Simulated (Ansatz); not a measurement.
A series of calculations on CH2Cl2O2

**1. Relaxation**

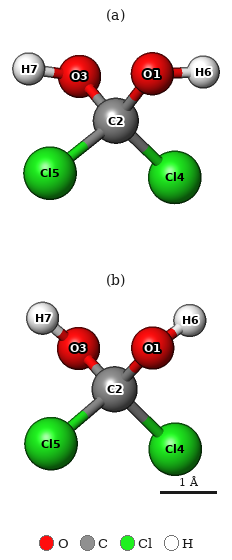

The structure of CH$_{2}$Cl$_{2}$O$_{2}$ before (top) and after (bottom) a relaxation, at one scale.

The picture is a ball-and-stick view, seen face on.

The run prepares an end point of a later path (torsion) calculation, from a guessed geometry.

Level of theory: RKS PBE0-D4/def2-SVP in Ansatz 0.2.0. Settings: no spin polarisation; force threshold 0.015 eV/Å; at most 40 steps.

> Describe what moved and what it gained.

The largest move after the best rigid fit is that of H6, 0.39 Å. By element the largest moves are H 0.39 Å, O 0.18 Å, Cl 0.14 Å, C 0.07 Å. Among the contacts that change: C2–Cl4 1.701 → 1.793 Å, O3–H7 1.031 → 0.968 Å, O1–H6 1.001 → 0.968 Å, C2–Cl5 1.763 → 1.793 Å. Among the angles between lasting bonds that change: O1–C2–O3 106.5° → 113.9°, C2–O3–H7 102.1° → 107.3°, O1–C2–Cl5 110.0° → 105.6°. Groups turn about O1–C2 by about 35°, C2–O3 by about 30°. Over 8 geometry steps the energy falls by 41.6 kJ/mol. The largest force component goes from 3 to 0.0096 eV/Å. Cost: 32 s on 1 thread of Arm Neoverse V2 (shared host), peak memory 0.18 GiB.

**2. Relaxation**

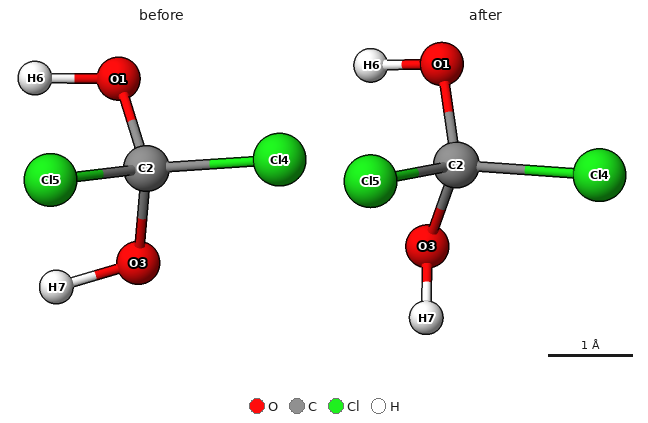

The structure of CH2Cl2O2 before (left) and after (right) a relaxation, at one scale.

The picture is a ball-and-stick view, seen at a tilt.

The run prepares an end point of a later path (torsion) calculation, from a guessed geometry.

All numbers below come from RKS PBE0-D4/def2-SVP in Ansatz. Settings: no spin polarisation; force threshold 0.015 eV/Å; at most 40 steps.

### Summarise the run.

The energy falls by 13.3 kcal/mol in 13 accepted moves (14 points after the start). Largest force component: 2.6 eV/Å at the start, 0.002 eV/Å at the end. The line search rejected the trial step at point 11 of the run. The largest move after the best rigid fit is that of H7, 0.69 Å. Largest moves by element: H 0.69 Å, O 0.47 Å, Cl 0.22 Å, C 0.18 Å. Among the contacts that change: C2–Cl4 1.701 → 1.789 Å, C2–Cl5 1.763 → 1.844 Å, O3–H7 1.031 → 0.966 Å, O1–C2 1.376 → 1.340 Å. Bond angles that change, for instance: C2–O3–H7 102.1° → 109.3°, C2–O1–H6 102.5° → 107.4°, O1–C2–Cl4 112.2° → 107.7°. Groups turn about C2–O3 by about 80°, O1–C2 by about 40°. The run took 50 s on 1 thread of Arm Neoverse V2 (shared host), peak memory 0.18 GiB.

**3. Path**

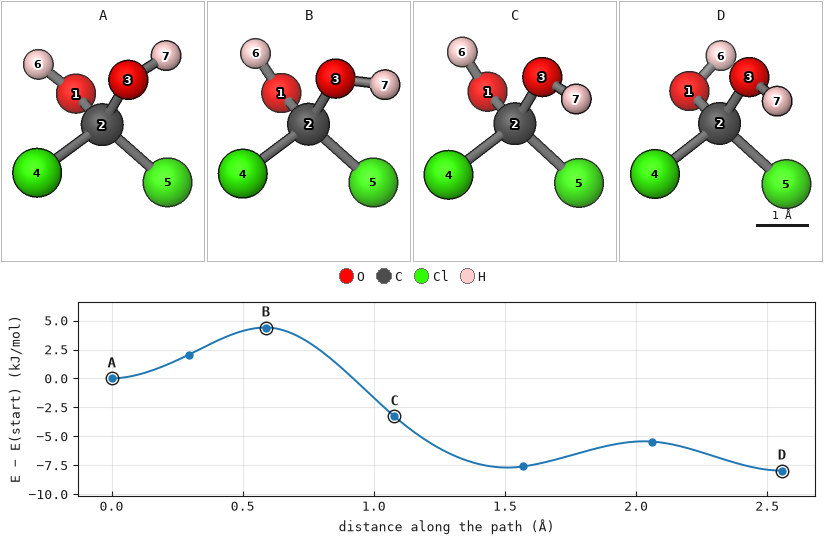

NEB run on CH$_{2}$Cl$_{2}$O$_{2}$. Images are numbered from 0 (start) to 6 (end). Frames A to D are images 0, 2, 3, 6. The picture is a ball-and-stick view, seen at a tilt.

Method: RKS PBE0-D4/def2-SVP in Ansatz. Run with 5 movable images; climbing image; force threshold 0.03 eV/Å; iteration limit 60; starting path through a guess of the saddle point.

Describe the mechanism and the energy profile.

The path has more than one stage, and so few images may leave a stage unresolved. No bond forms or breaks between the ends. Bond angles that change up to the highest image, for instance: O3–C2–Cl4 105.6° → 107.7°. Forward barrier 4.4 kJ/mol, backward barrier 12.4 kJ/mol, with image 2 at the top; the reaction energy is −8.0 kJ/mol. The profile has 2 maxima (images 2, 5) with a dip at image 4 (−7.6 kJ/mol), so the process runs in steps. The band converged in 14 iterations. The largest component of the band force went from 7.5 to 0.026 eV/Å. The climbing image converged on the top of the path. Its vibrational analysis gives one imaginary mode (325i cm⁻¹), as a transition state must have.

The run took 3.7 min on 1 thread of Arm Neoverse V2, on a shared host, peak memory 0.18 GiB.
